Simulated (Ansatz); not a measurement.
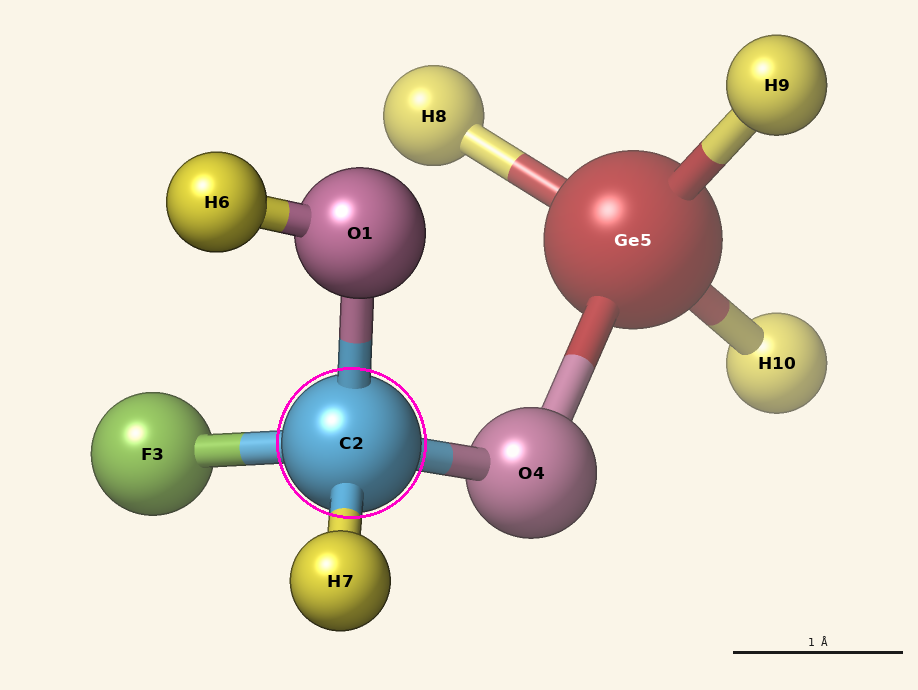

Orthographic view. Distant atoms are faded towards the background colour. The geometry was computed by an optimisation with PBE0-D4/def2-TZVP. No frequency run is at hand to confirm it as a minimum.

Which atoms are bonded to the circled atom?

The circled atom is C2; it is bonded to O1, F3, O4, H7.

Which two atoms are farthest apart in space?

H6 and H10, 5.17 Å.

What is the shortest path along bonds from the circled atom to H10?

C2–O4–Ge5–H10, 3 bonds; through space the two are 3.82 Å apart.

Of C2 and H7, which is nearer the viewer?

H7; the bond to C2 points away from the viewer, so it looks shorter than its 1.10 Å.
